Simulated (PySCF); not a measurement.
**Geometry relaxation, with input and output: GaH$_{2}$BrO$_{2}$**

System: GaH$_{2}$BrO$_{2}$, SMILES [OH][Ga]([OH])[Br].
Method: PBE0-D3(BJ)/def2-SVP geometry optimisation, gas phase (PySCF 2.14.0).

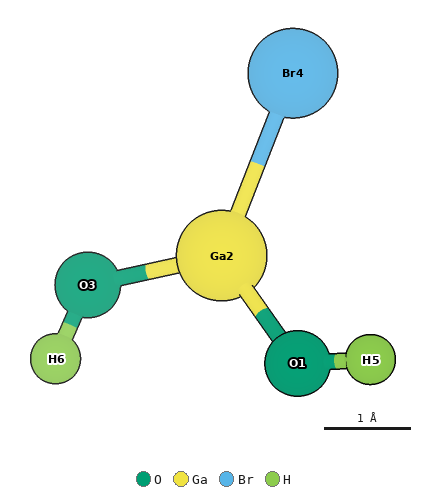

**Figure 1.** The input geometry (ball-and-stick view, seen at a tilt; atoms are numbered from 1 in the order of the input). Sticks mark near contacts.

**Results in brief**

```json
{"quantity": "outcome", "value": "converged"}
{"quantity": "total energy", "value": "−4649.394045 hartree"}
{"quantity": "dipole moment", "value": "1.65 D"}
{"quantity": "point group", "value": "Cs"}
{"quantity": "hardware", "value": "1 CPU thread, shared host"}
{"quantity": "wall time", "value": "27 s"}
{"quantity": "peak memory", "value": "0.48 GiB"}
```

**Input**
```
{"job": {"xc": "PBE0", "basis": "def2-SVP", "d3": "d3bj", "grid": 2, "kind": "geom", "shake": 0.01}, "charge": 0, "multiplicity": 1}
O     -0.680778    -1.326798    -0.057830
Ga     0.310579     0.103842    -0.027194
O     -0.423220     1.659979     0.219609
Br     2.586394     0.003787    -0.297302
H     -0.417604    -2.209755    -0.203980
H     -1.354330     1.736940     0.343607
```

The first line tells a small driver script what to run in PySCF; the rest is the geometry in Å.

Run as:
```bash
OMP_NUM_THREADS=1 python <driver script> task.json out
```

**Log**
```
step   0  E = -4649.38990839  max force = 0.026552
step   1  E = -4649.39320504  max force = 0.011208
step   2  E = -4649.39385986  max force = 0.004575
step   3  E = -4649.39403308  max force = 0.001069
step   4  E = -4649.39404546  max force = 0.000443
optimisation converged
```

**Trajectory as extended XYZ (Å, eV, eV/Å), 5 frames, from step=0 to step=4**
```
6
Properties=species:S:1:pos:R:3:forces:R:3 step=0 energy=-126516.34355
O    -0.6808   -1.3268   -0.0578   -1.2246   1.1012   0.3003
Ga    0.3106    0.1038   -0.0272    0.9233  -0.3256  -0.1399
O    -0.4232    1.6600    0.2196    0.9432   0.6640  -0.0496
Br    2.5864    0.0038   -0.2973   -0.3227   0.0418   0.0348
H    -0.4176   -2.2098   -0.2040    0.7679  -1.3654  -0.2661
H    -1.3543    1.7369    0.3436   -1.0871  -0.1159   0.1205
6
Properties=species:S:1:pos:R:3:forces:R:3 step=1 energy=-126516.43326
O    -0.7841   -1.1902   -0.0531    0.5764   0.3480  -0.0421
Ga    0.3626    0.1966   -0.0695   -0.5652   0.1263   0.0773
O    -0.3372    1.8257    0.1785    0.1025  -0.5686  -0.0688
Br    2.5928   -0.0559   -0.3960   -0.0465  -0.0076   0.0064
H    -0.3084   -2.0169   -0.2045   -0.1372  -0.0152   0.0211
H    -1.2934    1.7337    0.2899    0.0700   0.1171   0.0062
6
Properties=species:S:1:pos:R:3:forces:R:3 step=2 energy=-126516.45108
O    -0.7665   -1.1961   -0.0561    0.2352   0.0901  -0.0247
Ga    0.3460    0.1958   -0.0708   -0.1887   0.0461   0.0317
O    -0.3317    1.8171    0.1762   -0.0255  -0.2210  -0.0220
Br    2.5738   -0.0539   -0.3931    0.0377  -0.0073  -0.0082
H    -0.3008   -2.0279   -0.2045   -0.0887  -0.0017   0.0151
H    -1.2885    1.7579    0.2936    0.0299   0.0939   0.0080
6
Properties=species:S:1:pos:R:3:forces:R:3 step=3 energy=-126516.45579
O    -0.7505   -1.2031   -0.0587   -0.0039  -0.0485  -0.0045
Ga    0.3388    0.1939   -0.0708    0.0550   0.0174  -0.0045
O    -0.3349    1.8083    0.1741   -0.0418  -0.0027   0.0028
Br    2.5716   -0.0469   -0.3935    0.0007   0.0083  -0.0019
H    -0.3014   -2.0431   -0.2037   -0.0235  -0.0018   0.0056
H    -1.2912    1.7839    0.2978    0.0134   0.0273   0.0025
6
Properties=species:S:1:pos:R:3:forces:R:3 step=4 energy=-126516.45613
O    -0.7470   -1.2068   -0.0590   -0.0091  -0.0124   0.0003
Ga    0.3396    0.1934   -0.0713    0.0228  -0.0040  -0.0029
O    -0.3374    1.8067    0.1734   -0.0116   0.0004  -0.0002
Br    2.5731   -0.0404   -0.3942   -0.0013   0.0094  -0.0015
H    -0.3028   -2.0493   -0.2028   -0.0032   0.0002   0.0028
H    -1.2931    1.7894    0.2992    0.0024   0.0063   0.0015
```

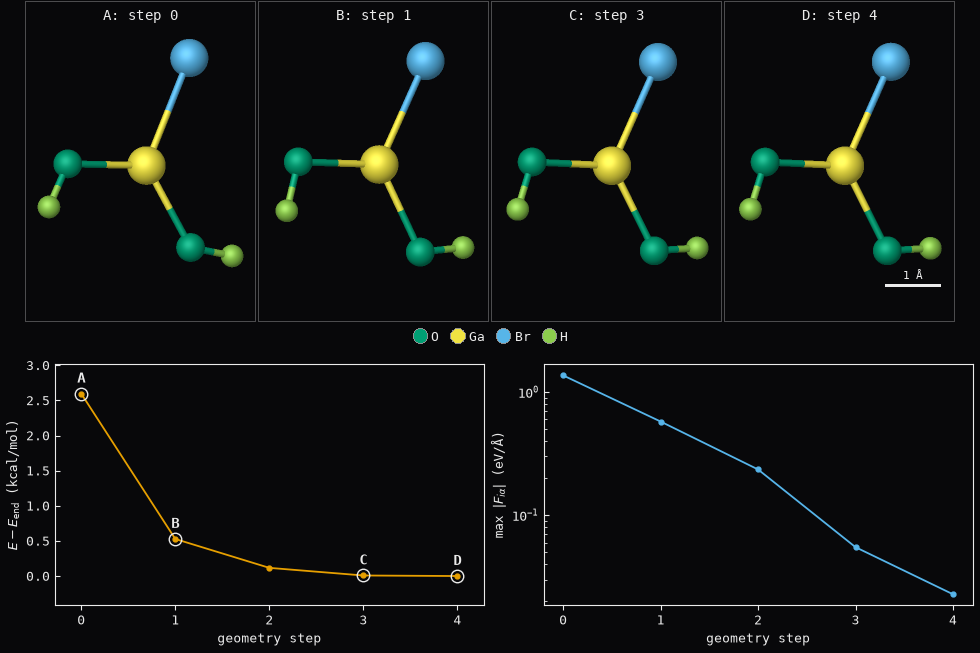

**Figure 2.** Frames of the relaxation (ball-and-stick view, seen at a tilt) above the curves, on which the letters mark them (steps are counted from 0).

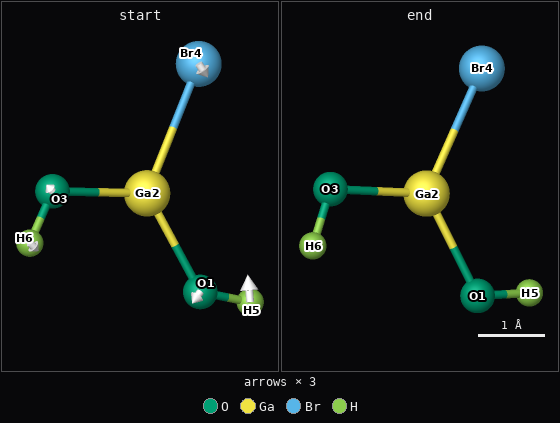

**Figure 3.** Before (left) and after (right) the relaxation, at one scale (ball-and-stick view, seen at a tilt). The white arrows give the displacements, magnified 3 times. After 4 geometry steps the energy has fallen by 2.60 kcal/mol. The largest force component goes from 1.4 to 0.023 eV/Å. The largest move after the best rigid fit is that of H5, 0.14 Å. Largest moves by element: H 0.14 Å, Br 0.09 Å, O 0.08 Å, Ga 0.01 Å. Among the contacts that change: O1–H5 0.933 → 0.963 Å, Ga2–O3 1.738 → 1.767 Å, Ga2–Br4 2.294 → 2.269 Å, O3–H6 0.942 → 0.964 Å. Among the angles that change: Ga2–O1–H5 128.3° → 114.0°, Ga2–O3–H6 120.6° → 112.4°. (Atoms are counted from 1 in the order of the input.)
